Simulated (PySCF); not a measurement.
## Frequency calculation, with input and output: AlSiH₄Cl

System: AlSiH₄Cl.
Method: HF/6-311+G**, RHF, sfX2C (PySCF 2.14.0).

The geometry was optimised with HF/6-311+G** symmetrised.

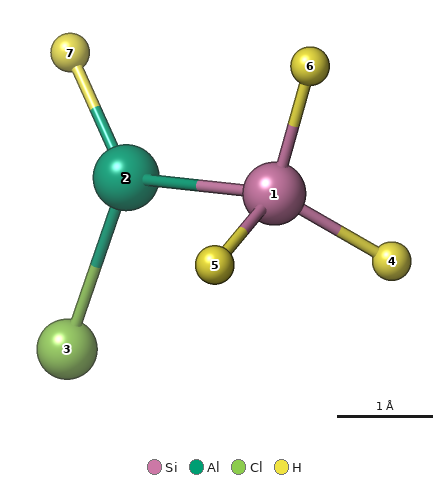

The structure as given in the input (ball-and-stick view, seen at a tilt; atoms are numbered from 1 in the order of the input). Sticks mark near contacts. Bond lengths as drawn: Al–Cl 2.12 Å, Al–H 1.57 Å, Al–Si 2.47 Å and H–Si 1.48 Å.

Summary

- outcome: converged
- total energy: −995.025385 hartree
- basis functions: 117
- HOMO: −10.41 eV
- LUMO: 0.47 eV
- zero-point energy: 0.034664 hartree
- dipole moment: 1.87 D
- wavenumbers, lowest and highest: 31 and 2313 cm⁻¹
- hardware: 1 thread of Arm Neoverse V2, 24 GiB of memory available, shared host
- wall time: 2.8 min
- peak memory: 1.2 GiB

The input (run.py)
```python
import numpy
from pyscf import gto, scf, symm
from pyscf import df
from pyscf.hessian import thermo

mol = gto.M(
    atom='geometry.xyz',
    verbose=3,
    basis='6-311+g**',
    cart=True,
    max_memory=1860,
)

mf = scf.RHF(mol)
mf = mf.x2c()
mf = mf.density_fit(auxbasis=df.aug_etb(mol, beta=2.0))
mf.kernel()

energy = mf.e_tot
print('E = %.10f Eh' % energy)
hess = mf.Hessian().kernel()
modes = thermo.harmonic_analysis(mol, hess)
print('frequencies (1/cm)', numpy.round(modes['freq_wavenumber'], 1))
symm.geom.TOLERANCE = 1e-3  # for the symmetry number
th = thermo.thermo(mf, modes['freq_au'], 200, 101325)
thermo.dump_thermo(mol, th)
```

File geometry.xyz
```
7

Si    -1.581155     1.421598    -0.146177
Al     0.397887     0.205047     0.695906
Cl     1.085742    -1.440140    -0.442688
H     -2.733598     0.502386    -0.286398
H     -1.296251     2.013757    -1.473471
H     -1.967642     2.514868     0.775219
H      1.214574     0.523357     2.000043
```

Launch command:
```bash
OMP_NUM_THREADS=1 python run.py
```

The program's output
```
converged SCF energy = -995.025385049543
E = -995.0253850495 Eh
frequencies (1/cm) [  30.9  120.1  374.   383.9  510.6  542.1  553.   698.3  973.6 1028.
 1032.  2039.1 2307.8 2309.  2313.1]
temperature 200.0000 [K]
pressure 101325.00 [Pa]
Rotational constants [GHz] 13.15122 1.90495 1.69635
Symmetry number 1
Zero-point energy (ZPE) 0.03466 [Eh]   91009.021 [J/mol]
                           tot       elec      trans        rot        vib
Entropy [J/mol/K]       300.806      0.000    157.181    105.595     38.029
Cv [J/mol/K]             60.853      0.000     12.472     12.472     35.910
Cp [J/mol/K]             69.167      0.000     20.786     12.472     35.910
Internal energy [J/mol]                      2494.338   2494.338  94675.952
Internal energy [Eh]   -994.98742  -995.02539
Enthalpy [J/mol]                             4157.230   2494.338  94675.952
Enthalpy [Eh]          -994.98679
Gibbs free energy [J/mol]                  -27279.064 -18624.694  87070.164
Gibbs free energy [Eh] -995.00971
```

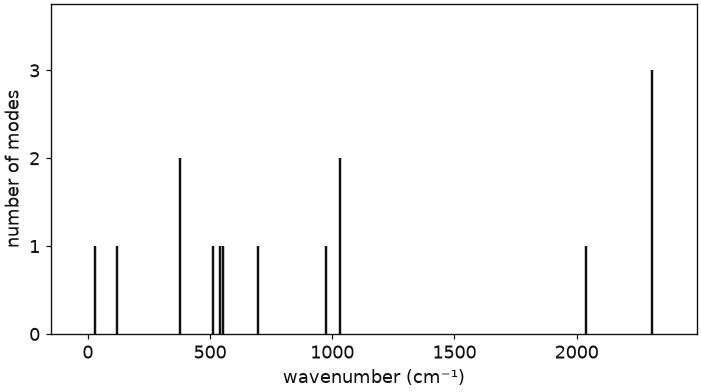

Harmonic vibrational wavenumbers from the force constants; neighbouring modes closer than 10 cm⁻¹ are counted in one stick. 15 modes from 31 to 2313 cm⁻¹, none imaginary.

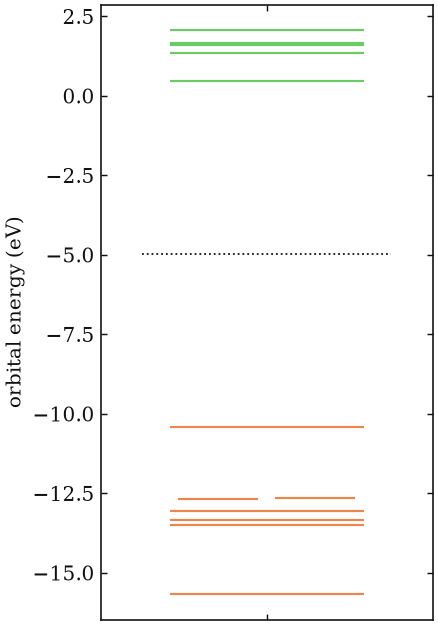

Orbital energies near the frontier; the dotted line parts filled from empty levels, and levels within 0.02 eV of each other stand side by side. Highest filled −10.41 eV, lowest empty 0.47 eV, 10.88 eV apart.
